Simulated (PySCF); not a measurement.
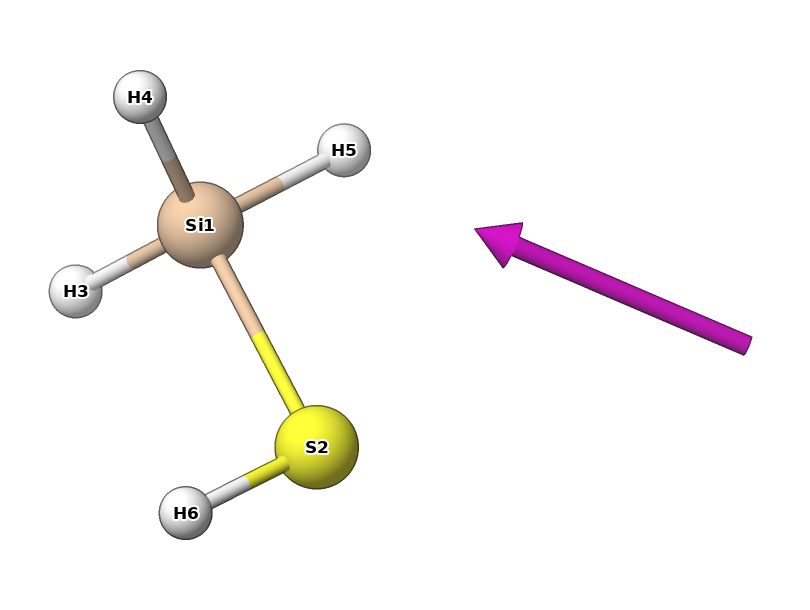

The arrow beside the molecule shows the direction of the dipole moment, from the negative to the positive end (its length means nothing). Geometry: a frame of a GFN2-xTB molecular-dynamics simulation, not a minimum. Method: PBE0/pcSseg-1, gas phase (PySCF 2.14.0).

How large is the dipole moment?

1.74 D; it points from the side of S2 to the side of H4 (the outermost atoms at the two ends).
